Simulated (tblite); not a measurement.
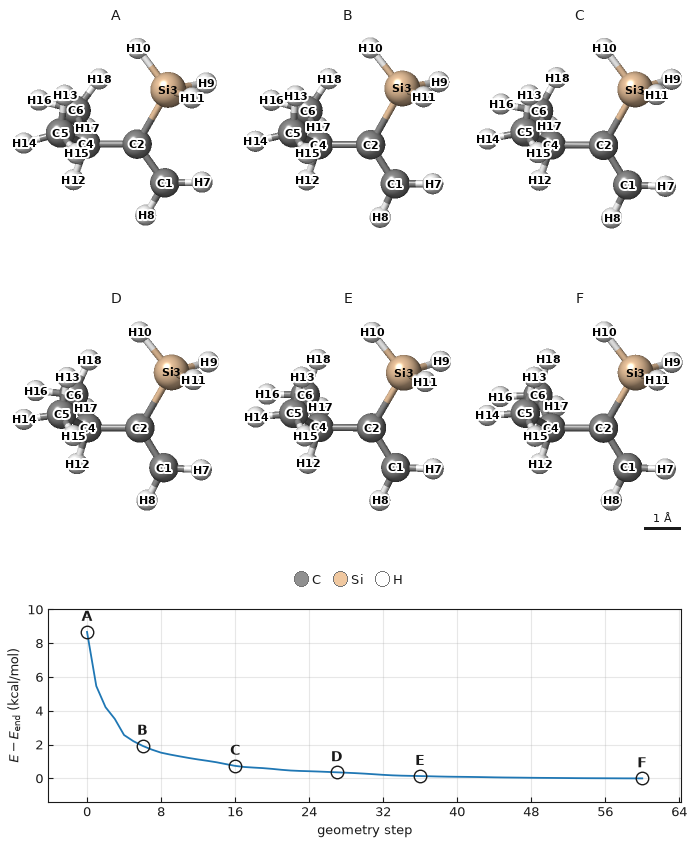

Frames of a relaxation of C₅H₁₂Si, marked on the history of the run. A ball-and-stick model, seen face on.

Computed with tblite 0.8.0, GFN2-xTB geometry optimisation, gas phase. 

What happens along the run?

Answer. The atom that moves furthest after the best rigid fit is H18 (0.45 Å). By element the largest moves are H 0.45 Å, Si 0.10 Å, C 0.09 Å. Among the contacts that change: C2–Si3 1.839 → 1.893 Å, C2–C4 1.467 → 1.507 Å, C5–H15 1.123 → 1.088 Å, C1–C2 1.357 → 1.327 Å. Bond angles that change, for instance: C2–C1–H8 114.4° → 122.4°, H7–C1–H8 122.7° → 115.5°, H10–Si3–H11 113.0° → 108.4°. After 60 geometry steps the energy has fallen by 8.67 kcal/mol. The run took 0.61 s on 1 thread of Arm Neoverse N1 (shared host). From step 0 to 6: H8 moves most (0.09 Å), energy −6.74 kcal/mol. From step 6 to 16: H16 moves most (0.13 Å), energy −1.19 kcal/mol. From step 16 to 27: H16 moves most (0.11 Å), energy −0.38 kcal/mol. From step 27 to 36: H16 moves most (0.13 Å), energy −0.22 kcal/mol. From step 36 to 60: H17 moves most (0.12 Å), energy −0.14 kcal/mol.

```json
{"step": "0", "E − E(0), kcal/mol": "0.00"}
{"step": "1", "E − E(0), kcal/mol": "-3.20"}
{"step": "2", "E − E(0), kcal/mol": "-4.46"}
{"step": "3", "E − E(0), kcal/mol": "-5.15"}
{"step": "4", "E − E(0), kcal/mol": "-6.10"}
{"step": "5", "E − E(0), kcal/mol": "-6.46"}
{"step": "6", "E − E(0), kcal/mol": "-6.74"}
{"step": "7", "E − E(0), kcal/mol": "-6.97"}
{"step": "8", "E − E(0), kcal/mol": "-7.15"}
{"step": "9", "E − E(0), kcal/mol": "-7.26"}
{"step": "10", "E − E(0), kcal/mol": "-7.36"}
{"step": "13", "E − E(0), kcal/mol": "-7.63"}
{"step": "15", "E − E(0), kcal/mol": "-7.82"}
{"step": "18", "E − E(0), kcal/mol": "-8.03"}
{"step": "21", "E − E(0), kcal/mol": "-8.16"}
{"step": "23", "E − E(0), kcal/mol": "-8.23"}
{"step": "26", "E − E(0), kcal/mol": "-8.29"}
{"step": "28", "E − E(0), kcal/mol": "-8.33"}
{"step": "31", "E − E(0), kcal/mol": "-8.42"}
{"step": "34", "E − E(0), kcal/mol": "-8.51"}
{"step": "36", "E − E(0), kcal/mol": "-8.53"}
{"step": "39", "E − E(0), kcal/mol": "-8.57"}
{"step": "42", "E − E(0), kcal/mol": "-8.59"}
{"step": "44", "E − E(0), kcal/mol": "-8.61"}
{"step": "47", "E − E(0), kcal/mol": "-8.63"}
{"step": "49", "E − E(0), kcal/mol": "-8.64"}
{"step": "52", "E − E(0), kcal/mol": "-8.65"}
{"step": "55", "E − E(0), kcal/mol": "-8.66"}
{"step": "57", "E − E(0), kcal/mol": "-8.67"}
{"step": "60", "E − E(0), kcal/mol": "-8.67"}
```
